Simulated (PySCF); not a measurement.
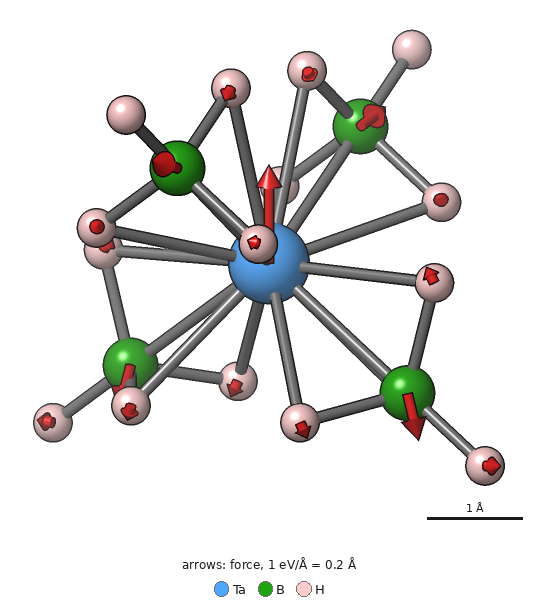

Starting geometry of TaB4H16 (charge −1) with the computed forces as red arrows. Style: ball-and-stick. Shown at a tilt.

Computed with RKS r2SCAN, Ta def2-SVP with ECP60, B def2-SVP, H def2-SVP; non-relativistic Hamiltonian with scalar-relativistic core potentials; density fitting (PySCF 2.14.0).

Input
```
mol = gto.M(atom='''
Ta     0.00000     0.00000     0.00000
B      1.23500     1.23500     1.23500
H      1.92780     1.92780     1.92780
H      0.51360     0.51360     1.95730
H      1.95730     0.51360     0.51360
H      0.51360     1.95730     0.51360
B     -1.23500    -1.23500     1.23500
H     -1.92780    -1.92780     1.92780
H     -0.51360    -0.51360     1.95730
H     -1.95730    -0.51360     0.51360
H     -0.51360    -1.95730     0.51360
B      1.23500    -1.23500    -1.23500
H      1.92780    -1.92780    -1.92780
H      1.47610    -1.47610    -0.03240
H      0.03240    -1.47610    -1.47610
H      1.47610    -0.03240    -1.47610
B     -1.23500     1.23500    -1.23500
H     -1.92780     1.92780    -1.92780
H     -1.47610     1.47610    -0.03240
H     -0.03240     1.47610    -1.47610
H     -1.47610     0.03240    -1.47610''',
    basis={'Ta': 'def2-SVP', 'B': 'def2-SVP', 'H': 'def2-SVP'},
    ecp={'Ta': 'def2-SVP'},
    charge=-1, spin=0)
mf = dft.RKS(mol, xc='R2SCAN')
mf.grids.atom_grid = (50, 194)  # f atoms: at least (60, 302), unpruned
mf = mf.density_fit()  # Ta def2-universal-JKFIT, B def2-universal-JKFIT, H def2-universal-JKFIT
mf.conv_tol = 1e-08; mf.max_cycle = 55
mf.kernel(dm0)
# quasi-Newton relaxation in Cartesian coordinates to a largest gradient under 0.00045 Eh/bohr, steps kept in the point group
```

Run as
```bash
OMP_NUM_THREADS=4 python run.py
```

**Is this structure relaxed? If not, where do the atoms go?**

It isn't relaxed: the largest force vector, on Ta1, is 5.30 eV/Å. The final displacements follow the starting forces only in part (cosine between the two patterns 0.45). The largest moves after the best rigid fit, 0.67 Å, are those of H13 and H18. By element the largest moves are H 0.67 Å, B 0.34 Å, Ta 0.15 Å. Some distances before and after: Ta1–H15 2.088 → 2.470 Å, Ta1–B12 2.139 → 2.335 Å, Ta1–H14 2.088 → 1.926 Å, Ta1–B2 2.139 → 2.297 Å. Among the angles between lasting bonds that change: Ta1–B17–H18 180.0° → 154.9°, Ta1–B17–H19 70.6° → 55.5°, Ta1–H19–B17 75.1° → 88.7°. The energy falls by 61.7 kcal/mol in 18 geometry steps. The largest force component goes from 5.3 to 0.017 eV/Å. The run took 3.1 min on 4 threads of Arm Neoverse V2 (shared host), peak memory 3.5 GiB.

Limits of the set-up: the basis has no diffuse functions, which an anion needs.
